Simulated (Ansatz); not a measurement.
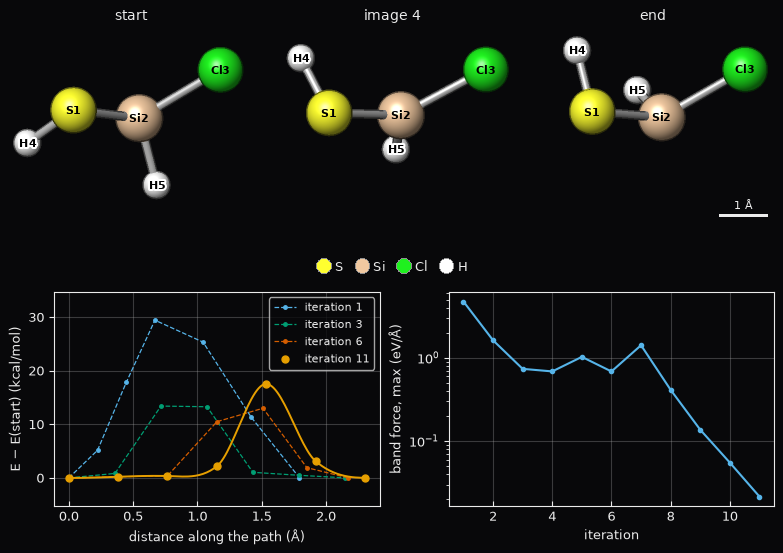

NEB run on SiH2SCl (multiplicity 2). Images are numbered from 0 (start) to 6 (end). The plot follows the band through its iterations. Style: ball-and-stick. Shown at a tilt.

Method: Ansatz 0.2.0, UHF/def2-SVP. Run with 5 movable images; climbing image; force threshold 0.05 eV/Å; iteration limit 60; starting path through a guess of the saddle point.

> How did the profile develop, and is the result final?

The result is final at these settings. The band converged in 11 iterations. The largest component of the band force went from 4.7 to 0.022 eV/Å. The climbing image converged on the top of the path. Its vibrational analysis gives one imaginary mode (1057i cm⁻¹), as a transition state must have. The first iteration put the highest image at 29.4 kcal/mol. The two ends have nearly the same energy, and the highest point, image 4, lies 17.5 kcal/mol above the start.

Cost: 62 s on 1 thread of Intel(R) Xeon(R) Platinum 8488C (Sapphire Rapids), with other jobs on the host, peak memory 0.14 GiB.
